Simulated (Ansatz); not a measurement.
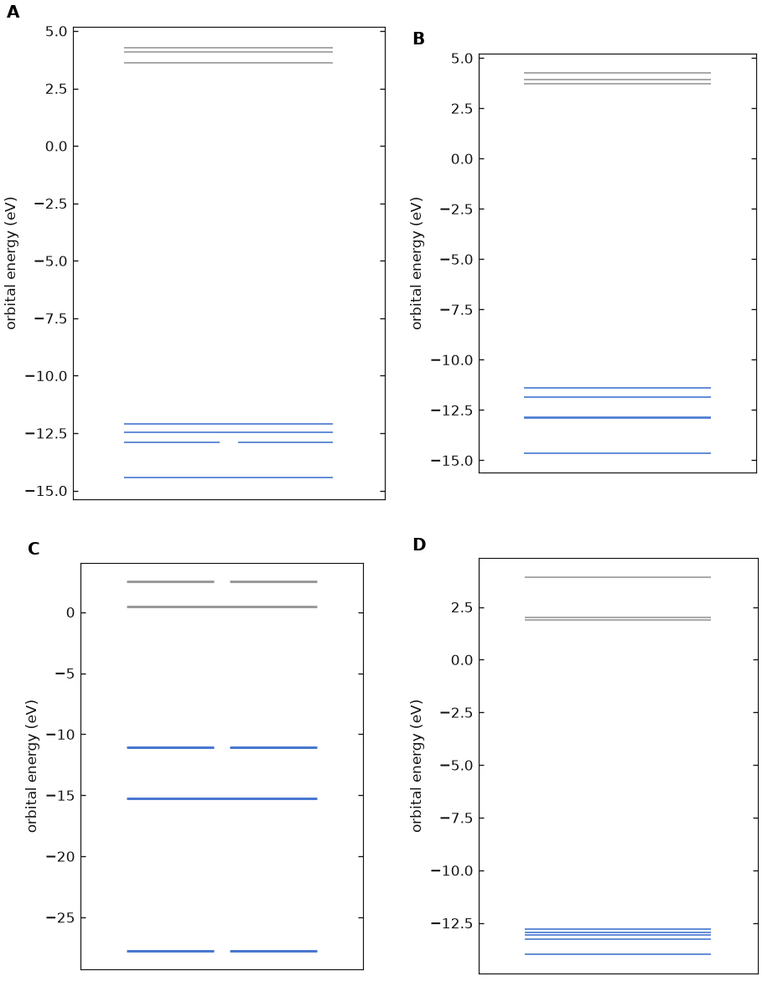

Hartree-Fock orbital energies near the frontier, HF/def2-TZVPP in the Ansatz code, at a PBE0-D4/def2-TZVP geometry (a minimum by its frequencies), isolated molecule; empty levels in grey, levels within 0.03 eV side by side.

> Pair each panel with its molecule.
1. InH₃, SMILES [InH3], singlet
2. C₃H₁₀OSi, SMILES CO[SiH](C)C
3. CH₄Cl₂Si, SMILES C[SiH](Cl)Cl
4. GaHOCl₂, SMILES [OH][Ga]([Cl])[Cl], singlet

A: 3 (HOMO −12.08 eV, LUMO 3.63 eV)
B: 2 (HOMO −11.42 eV, LUMO 3.70 eV)
C: 1 (HOMO −11.05 eV, LUMO 0.44 eV)
D: 4 (HOMO −12.77 eV, LUMO 1.88 eV)

Limits of at least one run: core potentials past krypton; empty levels above zero depend strongly on the basis; no scalar relativity up to krypton; one conformer of a flexible molecule; spin-orbit coupling is left out, and with In it can shift these levels and split any degenerate set.
